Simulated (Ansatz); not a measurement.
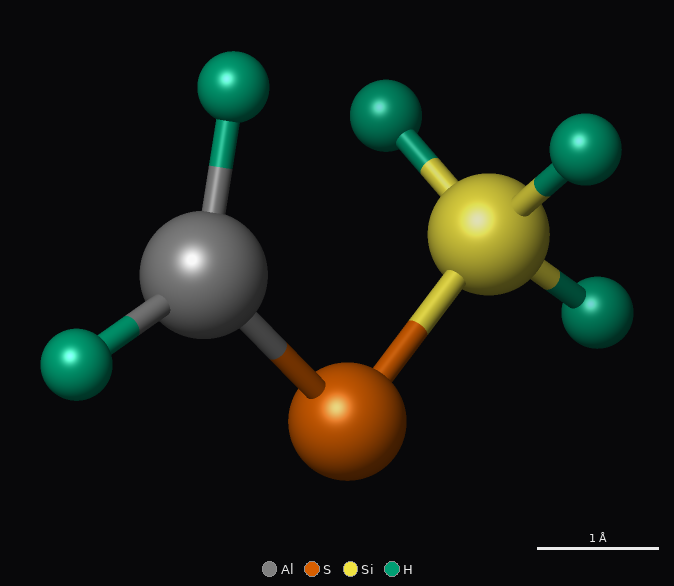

The picture shows a molecular structure as a ball-and-stick model.

Identify the structure.

Formula AlH₅SSi. Its SMILES string is `[AlH2][S][SiH3]`. Among its groups: Si–H bond. The point group is Cs. Coordination: 1 Al trigonal planar; 1 S bent; 1 Si tetrahedral.

The parts below concern this one geometry. Atoms keep their numbers from picture to picture. Computed geometry: PBE0-D4/def2-TZVP optimisation.

### Dipole moment

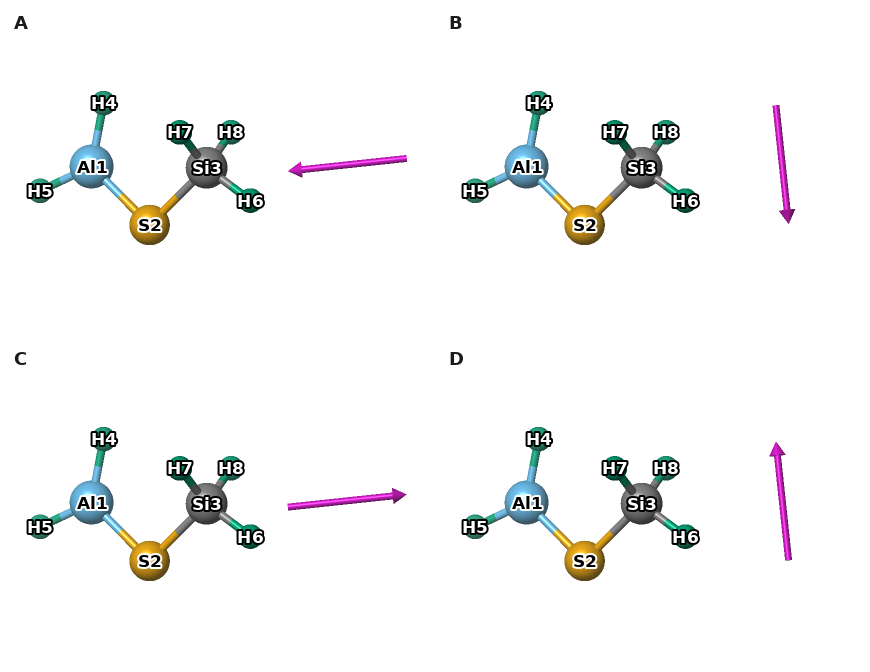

The same molecule four times, each with an arrow. Level of theory: RKS PBE0-D4/def2-TZVP (Ansatz 0.2.0).

Question: Which arrow points along the dipole moment, from the negative to the positive end?

Answer: D. The dipole moment is 0.85 D; it points from the side of S2 to the side of H4 (the outermost atoms at the two ends).

### Levels of theory compared

Program: Ansatz 0.2.0.

At this fixed geometry, give vertical IP (eV) at these levels: B2PLYP (frozen core)/def2-TZVPP; B3LYP-D4/def2-TZVPP; CCSD(T)/CBS (MP2 limit from def2-TZVPP and def2-QZVPP plus CCSD(T) − MP2); PBE-D4/def2-TZVPP; PBE0-D4/def2-TZVPP; r2SCAN-D4/def2-TZVPP; ωB97M-V/def2-TZVPP; ωB97X-V/def2-TZVPP.

```csv
level,vertical IP (eV)
B2PLYP (frozen core)/def2-TZVPP,9.84
B3LYP-D4/def2-TZVPP,9.85
CCSD(T)/CBS (MP2 limit from def2-TZVPP and def2-QZVPP plus CCSD(T) − MP2),10.04
PBE-D4/def2-TZVPP,9.65
PBE0-D4/def2-TZVPP,9.82
r2SCAN-D4/def2-TZVPP,9.79
ωB97M-V/def2-TZVPP,9.90
ωB97X-V/def2-TZVPP,9.91
```

### Vibrations

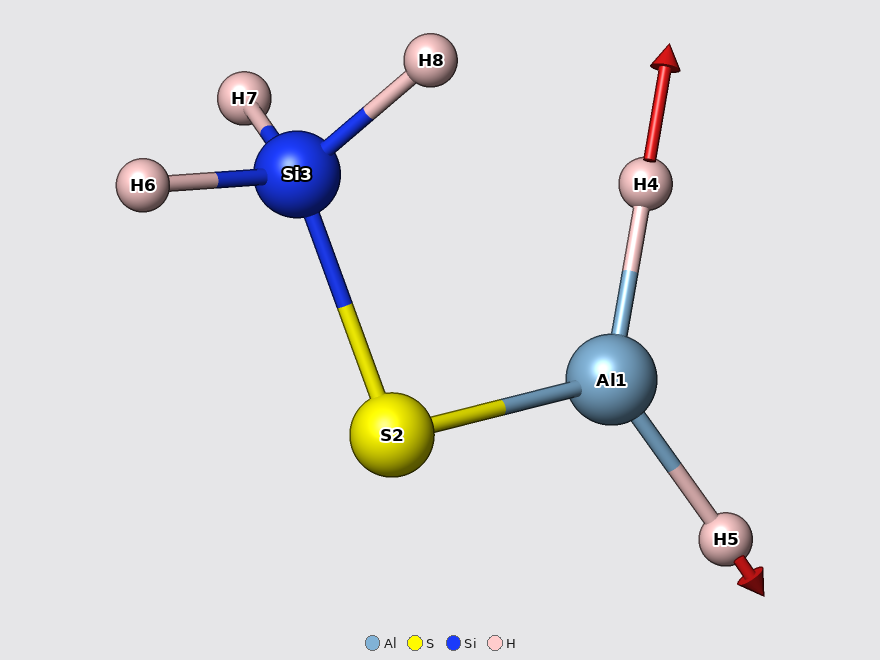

The arrows show one normal mode. Harmonic vibrations computed with RKS PBE0-D4/def2-TZVP (Ansatz 0.2.0) at a stationary point of the same level.

Question: What kind of motion is it?

Answer: Mostly Al–H stretching.

Question: Estimate its harmonic wavenumber.

Answer: 1937 cm⁻¹; it is mode 14 of 18 counted from the lowest.

### Charges

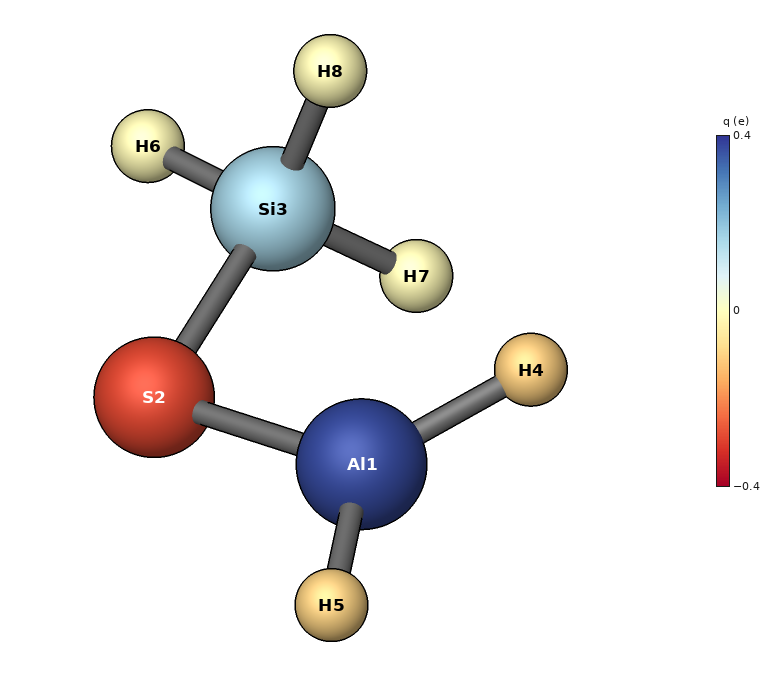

Atoms are coloured by their Mulliken charges. Method: RKS ωB97M-V/def2-TZVPP (Ansatz 0.2.0).

Question: Which atom carries the highest charge (most positive or least negative)?

Answer: Al1 (0.37 e).

Question: And the lowest?

Answer: S2 (−0.29 e).

List the Mulliken charges.

```
atom  value (e)
 Al1       0.37
  S2      −0.29
 Si3       0.16
  H4      −0.10
  H5      −0.10
  H6      −0.01
  H7      −0.02
  H8      −0.02
```

Mulliken values depend strongly on the basis set and can even reverse the polarity of a bond.
